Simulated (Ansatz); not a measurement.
# GeH2O2 (SMILES [OH][Ge][OH]) at HF/def2-SVPD

Aim: the energy change on altering one bond length of GeH2O2 at HF/def2-SVPD, from 2 runs. 

Program for the calculation: Ansatz 0.2.0.

51 further runs of the same task are left out: 51 set aside as unsound or not needed.

## (1) The system as given

GeH2O2 has 5 atoms, charge 0, and is taken as a singlet. As SMILES, `[OH][Ge][OH]`. The shape is that of a PBE0-D4/def2-TZVP optimisation. This is one conformer, not always the lowest.

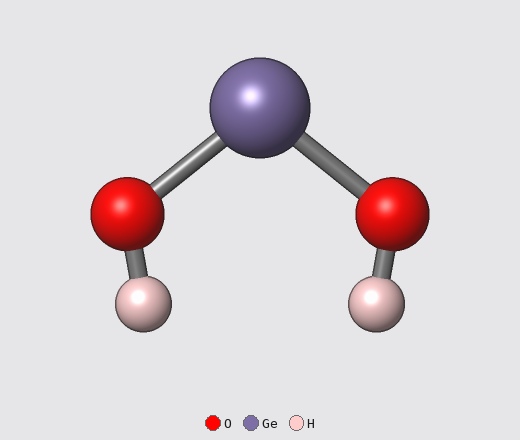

The structure, seen from a chosen angle (oxygen red, germanium purple, hydrogen pink).

## (2) A single-point energy at HF/def2-SVPD

run.yaml reads:

```yaml
crystal:
  periodic: [false, false, false]
  atoms:
    - {symbol: O, position_ang: [-1.341000, -0.099500, -0.377400]}
    - {symbol: Ge, position_ang: [-0.316400, -0.895800, 0.855300]}
    - {symbol: O, position_ang: [1.281900, -0.142300, 0.570200]}
    - {symbol: H, position_ang: [-0.940900, 0.550800, -0.961500]}
    - {symbol: H, position_ang: [1.366400, 0.513200, -0.127900]}
basis:
  gaussian:
    orbitals: def2-SVPD
hamiltonian:
  xc: hf
accuracy: high
output: {orbitals: {seedname: orbitals}}
```

Command:

```
ansatz run run.yaml --threads 1 --pin off --max-ram 3480MiB --events-out events.jsonl --progress --plain --runs-dir runs
```

The program printed:

```text
Warning: RAYON_NUM_THREADS=1 ignored (pool sized by the plan → 1); use --threads N
Functional definition: HF
  name "HF"
  exchange = exact_x
  correlation = 0
1915 factors; integrals over basis functions are off by at most 4.2e-9 eV
mean field evaluation 1: about -60566.2534 eV, gradient 4.9e1 eV
mean field evaluation 2: about -60566.2892 eV, gradient 4.9e1 eV
mean field evaluation 4: about -60570.7161 eV, gradient 2.6e0 eV
mean field evaluation 8: about -60570.7550 eV, gradient 2.8e-1 eV
mean field -60570.75541755 eV, -2225.9342052624 hartree, gradient 4.4e-8 eV, S^2 0.000000; 0 other end points of the search recorded, 0 dependent functions left out
reference -60570.75541755 eV, -2225.9342052624 hartree; 25, 25 occupied and 75, 75 virtual orbitals, 1915 factors
Total energy: -60570.75541755 eV, -2225.9342052624 hartree
```

Wall time 2 s (1 thread of Intel Xeon 6975P-C (Granite Rapids), shared host); peak memory 0.29 GiB.

## (3) The distorted shape at the same level

in.yaml reads:

```yaml
crystal:
  periodic: [false, false, false]
  atoms:
    - {symbol: O, position_ang: [-1.353672, -0.197801, -0.272710]}
    - {symbol: Ge, position_ang: [-0.329072, -0.994101, 0.959990]}
    - {symbol: O, position_ang: [1.269228, -0.240601, 0.674890]}
    - {symbol: H, position_ang: [-0.953572, 0.452499, -0.856810]}
    - {symbol: H, position_ang: [1.366400, 0.513200, -0.127900]}
basis:
  gaussian: {orbitals: def2-SVPD}
hamiltonian: {xc: hf}
accuracy: high
output: {orbitals: {seedname: orbitals}}
```

Command:

```
ansatz run in.yaml --threads 1 --pin off --max-ram 3480MiB --events-out events.jsonl --progress --plain --runs-dir runs
```

The program printed:

```text
Warning: RAYON_NUM_THREADS=1 ignored (pool sized by the plan → 1); use --threads N
[... 4 set-up lines as earlier in the session ...]
1921 factors; integrals over basis functions are off by at most 4.4e-9 eV
mean field evaluation 1: about -60565.6618 eV, gradient 4.8e1 eV
mean field evaluation 2: about -60565.6951 eV, gradient 4.8e1 eV
mean field evaluation 4: about -60570.1699 eV, gradient 2.7e0 eV
mean field evaluation 8: about -60570.2109 eV, gradient 1.1e-1 eV
mean field -60570.21096029 eV, -2225.9141968273 hartree, gradient 7.0e-8 eV, S^2 0.000000; 0 other end points of the search recorded, 0 dependent functions left out
reference -60570.21096029 eV, -2225.9141968273 hartree; 25, 25 occupied and 75, 75 virtual orbitals, 1921 factors
Total energy: -60570.21096029 eV, -2225.9141968273 hartree
```

It took 1.9 s on 1 thread of Intel Xeon 6975P-C (Granite Rapids), shared host; peak memory 0.3 GiB.

## (4) What came out

At HF/def2-SVPD:

```
                                                         quantity           value
                                        first shape: total energy  -2225.93421 Eh
                                         first shape: HOMO energy       -10.50 eV
                                         first shape: LUMO energy         1.38 eV
                                       first shape: HOMO–LUMO gap        11.88 eV
                                    distorted shape: total energy  -2225.91420 Eh
                                     distorted shape: HOMO energy       -10.46 eV
                                     distorted shape: LUMO energy         1.41 eV
                                   distorted shape: HOMO–LUMO gap        11.87 eV
energy change with the O3–H5 bond stretched from 0.961 to 1.105 Å        0.544 eV
```

In words: With the O3–H5 bond stretched from 0.961 to 1.105 Å the energy rises by 0.54 eV (12.6 kcal/mol). The first shape isn't relaxed at this level, so the change isn't measured from a minimum.
